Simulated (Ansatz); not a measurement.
# Ligand exchange: SiN2H6 + Se(CH3)(SiH3) → Si2N2H8 + SeH(CH3)

Species: SiN2H6 `NN[SiH3]`, singlet; Se(CH3)(SiH3), singlet; Si2N2H8 `NN([SiH3])[SiH3]`, singlet; SeH(CH3), singlet. The partners trade H for SiH3: N–H and Se–SiH3 bonds give way to N–SiH3 and Se–H.

Shapes, held fixed at every level: PBE0-D4/def2-TZVP. Flexible molecules stand in one conformer, not always the lowest. Programs: Ansatz 0.2.0. The zero-point and thermal change to 298 K, harmonic and unscaled (PBE0-D4/def2-TZVP), is -8.1 kJ/mol.

```json
{"level": "HF/def2-SVP", "kind": "Hartree–Fock", "ΔH(298 K) (kJ/mol)": "-7.6", "less CCSD(T)/def2-TZVPP": "0.0", "CPU time (sum over the molecules)": "–"}
{"level": "PBE-D4/def2-TZVPP", "kind": "GGA", "ΔH(298 K) (kJ/mol)": "+6.6", "less CCSD(T)/def2-TZVPP": "+14.2", "CPU time (sum over the molecules)": "24 s"}
{"level": "r2SCAN-D4/def2-TZVPP", "kind": "meta-GGA", "ΔH(298 K) (kJ/mol)": "+1.3", "less CCSD(T)/def2-TZVPP": "+8.9", "CPU time (sum over the molecules)": "44 s"}
{"level": "BHLYP-D4/def2-TZVPP", "kind": "global hybrid", "ΔH(298 K) (kJ/mol)": "-4.6", "less CCSD(T)/def2-TZVPP": "+3.0", "CPU time (sum over the molecules)": "27 s"}
{"level": "PBE0-D4/def2-TZVPP", "kind": "global hybrid", "ΔH(298 K) (kJ/mol)": "+6.2", "less CCSD(T)/def2-TZVPP": "+13.8", "CPU time (sum over the molecules)": "28 s"}
{"level": "r2SCAN0-D4/def2-TZVPP", "kind": "global hybrid", "ΔH(298 K) (kJ/mol)": "+2.3", "less CCSD(T)/def2-TZVPP": "+9.9", "CPU time (sum over the molecules)": "44 s"}
{"level": "wB97X-V/def2-TZVPP", "kind": "range-separated hybrid", "ΔH(298 K) (kJ/mol)": "-2.3", "less CCSD(T)/def2-TZVPP": "+5.3", "CPU time (sum over the molecules)": "70 s"}
{"level": "CCSD(T)/def2-TZVPP", "kind": "coupled cluster or CI", "ΔH(298 K) (kJ/mol)": "-7.6", "less CCSD(T)/def2-TZVPP": "0.0", "CPU time (sum over the molecules)": "11 min"}
```

The highest level, CCSD(T)/def2-TZVPP, gives ΔH(298 K) = -7.6 kJ/mol; the levels span -7.6 to +6.6. They disagree on the sign: 4 of 8 are positive. The column of differences is taken from that level and isn't an error. No measured value is set beside it here. Relativity is left out for Se unless named. Correlated rows may include outer-core shells of Se, which these sets cover unevenly. Times are processor times on shared x86 and Arm servers, and rough.

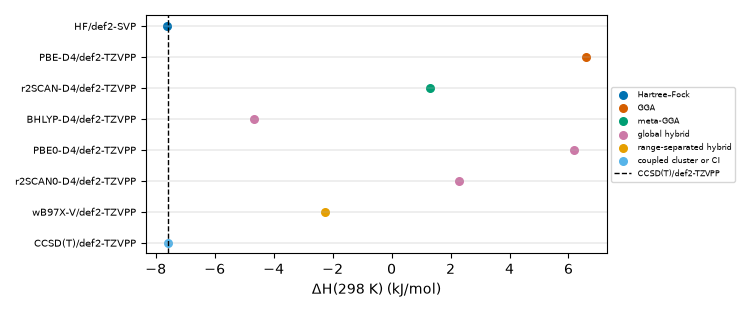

The values of the table, level by level.
